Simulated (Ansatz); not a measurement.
Br: space group Cmce (No. 64), a = 6.994 Å, b = 4.147 Å, c = 8.575 Å, α = 90.00°, β = 90.00°, γ = 90.00°. Origin: the end point of a relaxation with DFT PBE+D3(BJ), scalar-relativistic, plane waves, PAW in Ansatz. Forms under 0.4 % of the area are left out.

Estimate the growth shape by the BFDH rule (face distance proportional to 1/d, absences counted).

Answer. The forms computed, by share of the surface:

```
 form  faces  d (Å)  share of area (%)
{111}      8  3.294               48.5
{002}      2  4.288               30.5
{200}      2  3.497               21.0
```

Widths along a, b and c stand as 1.00 : 1.34 : 0.82.

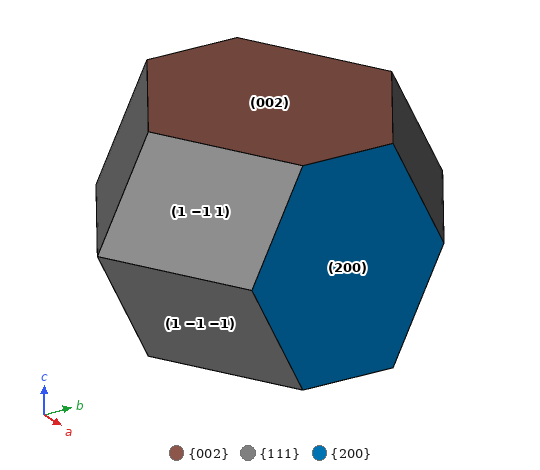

The computed shape, faces indexed. The rule is geometric and ignores bonding and growth conditions.
